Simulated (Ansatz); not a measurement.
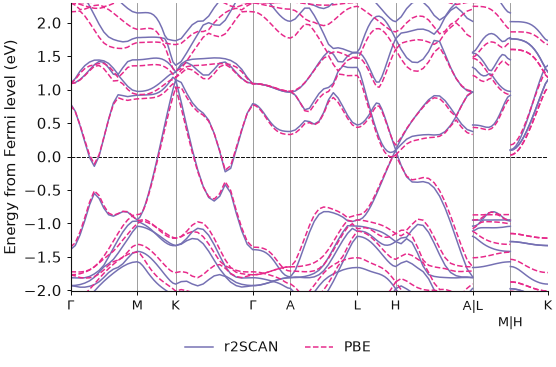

Band structures of La₂Os, space group P-3m1, 3 atoms in the cell, by two methods on the same cell. Each is counted from its own Fermi level.

How do the methods compare?

Answer. Both give a metal. The 5 bands that come within 1 eV of the Fermi level differ by 0.07 eV on average and by 0.18 eV at most (between H and A).

Settings. r2SCAN: DFT r2SCAN, scalar-relativistic, plane waves, PAW, no spin polarisation, 12×12×8 k mesh, 500 eV cutoff, Gaussian smearing of 0.1 eV (Ansatz). PBE: DFT PBE, scalar-relativistic, plane waves, PAW, no spin polarisation, 12×12×8 k mesh, 420 eV cutoff, Gaussian smearing of 0.1 eV (Ansatz 0.2.0).

The structure is an invented one, so it need not be a known or stable phase. Spin-orbit coupling is left out, which matters for Os.
